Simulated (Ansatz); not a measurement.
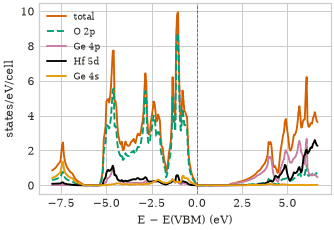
Figure: Total and projected density of states of HfGeO₃ in space group P4mm (No. 99; Hf on 1b, Ge on 1a, O on 2c, O on 1b), plane-wave PAW r²SCAN (Ansatz code)

Which orbitals carry the states next to the gap?

Top 1 eV of the valence band: O 2p 82 %, Ge 4s 9 %. Bottom 1 eV of the conduction band: Ge 4p 77 %, O 2p 10 %, O 2s 8 %. Projections are on Löwdin-orthogonalised atomic valence shells; empty p or d shells of many metals are not among them.

Where is the tallest occupied peak in this window, and what makes it?

Near -1.0 eV, about 10.0 states/eV per cell; the largest projected share is O 2p.

The start of the workflow was typed in or built on a structure type; neither database checked (COD, Materials Project) lists it. Whether it is the stable phase at ambient conditions was not checked. The cell was relaxed with r²SCAN under the symmetry of its start; whether a distortion lowers the energy is not shown. No spin polarisation was allowed. Scalar-relativistic: spin–orbit coupling is off unless named, which matters more the heavier the elements.

Potentials: the later of the program's two PAW sets.
